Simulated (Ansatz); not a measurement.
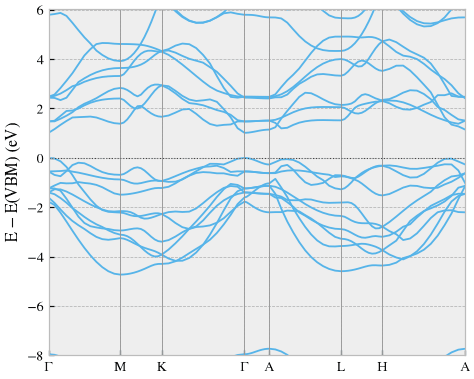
Figure. Band structure from plane-wave PAW r²SCAN (Ansatz code)

The gap is 1.01 eV; an edge lies off the plotted path or next to a special point (maximum off the standard path, minimum at Γ).

The material is Bi$_{2}$Te$_{3}$ (La2O3 or Ni2Al3 type, P-3m1).

The cell is a constructed one: a structure type filled with these elements; neither database checked (COD, Materials Project) lists it. It is not the phase usual at ambient conditions (space group No. 166). The r²SCAN relaxation kept the symmetry of its start; whether a distortion lowers the energy is not shown. Scalar-relativistic: spin–orbit coupling is off unless named, which matters more the heavier the elements.

Potentials: the earlier of the program's two PAW sets.
